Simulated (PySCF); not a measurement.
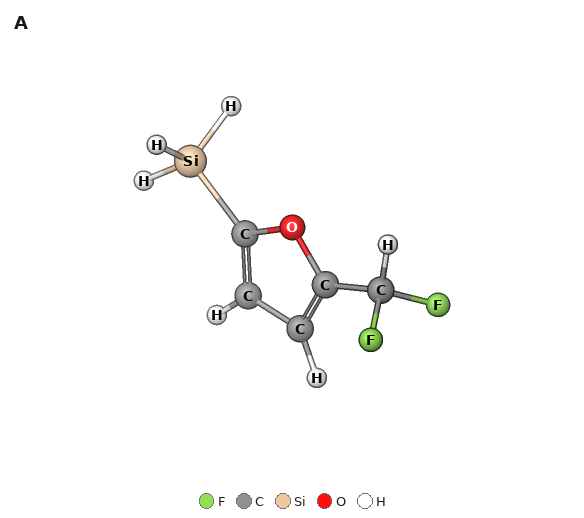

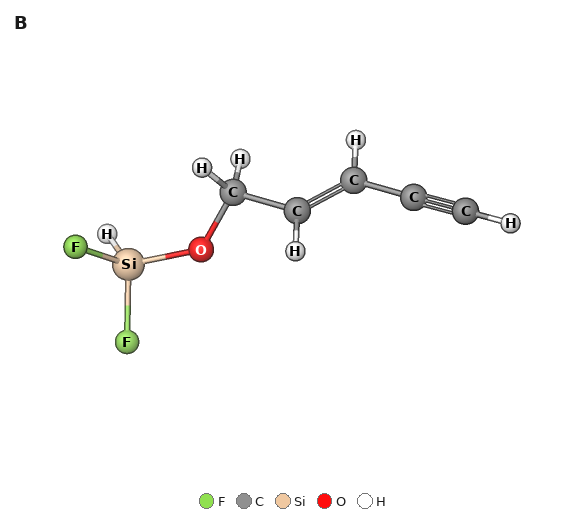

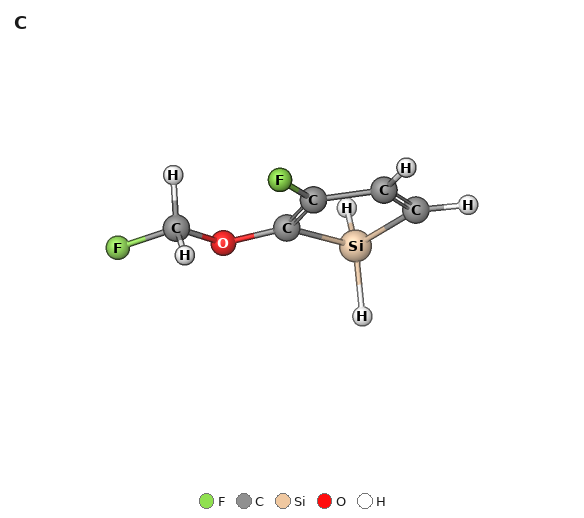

3 stationary structures of one formula. Geometries: GFN2-xTB. Electronic energies: PBE0/pcSseg-1 (PySCF 2.14.0), without zero-point energy. No frequency run is at hand to confirm each as a minimum. Each is one conformer, not always the lowest.

Are they conformers, stereoisomers or constitutional isomers?

Answer. They are constitutional isomers of C5H6F2OSi: A `FC(F)c1ccc([SiH3])o1`, B `C#C/C=C/CO[SiH](F)F`, C `FCOC1=C(F)C=C[SiH2]1`.

Rank them by energy, lowest first.

Answer. B is lowest; A lies 2.410 eV above it, C lies 3.448 eV above it.

The geometry is semi-empirical. Around Si such bond lengths and angles can be off by a tenth of an ångström or more and by several degrees, and values that hang on the shape move with them.
